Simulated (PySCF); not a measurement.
```yaml
atoms:
  - { symbol: B, position_ang: [0.0000, 0.0000, -0.1041] }
  - { symbol: H, position_ang: [0.0000, 0.0000, 1.1369] }
```

All numbers below come from PBE0/def2-TZVPP, non-relativistic Hamiltonian with scalar-relativistic core potentials where named, at a bond length of 1.241 Å (PySCF).

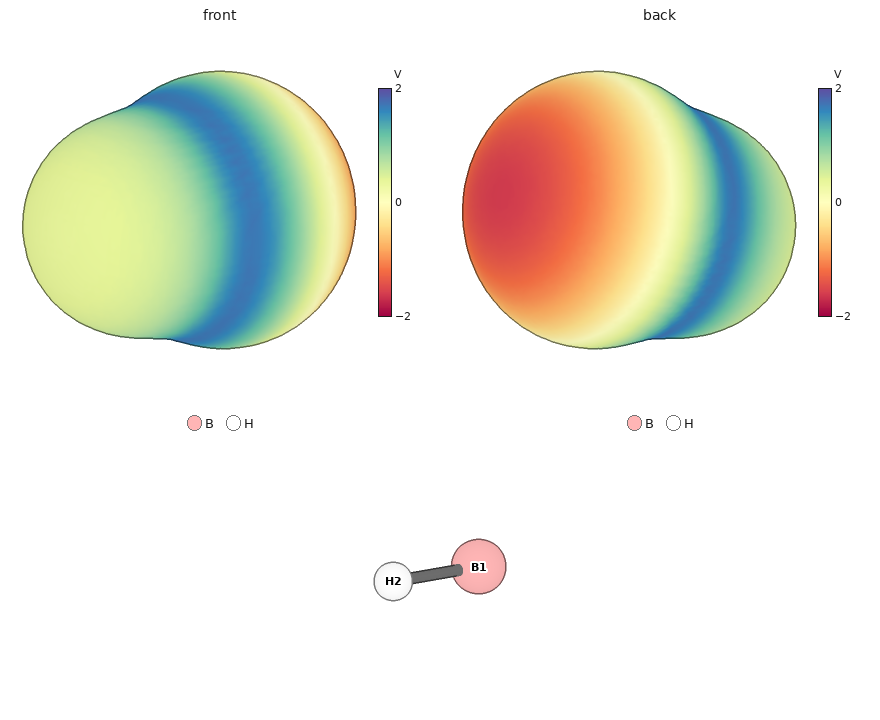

BH. The molecular electrostatic potential painted on the density surface at 0.002 e/bohr³, seen from the front and from behind; the colour scale runs from red (negative) to blue (positive). The bare structure is drawn below in the same view.

Question: Which sites attract a positive test charge, and which a negative one?

Answer: A positive charge is drawn to the negative regions and a negative charge to the positive ones. The most negative region (about −1.6 V) lies over H2, the most positive (about +1.7 V) over B1.
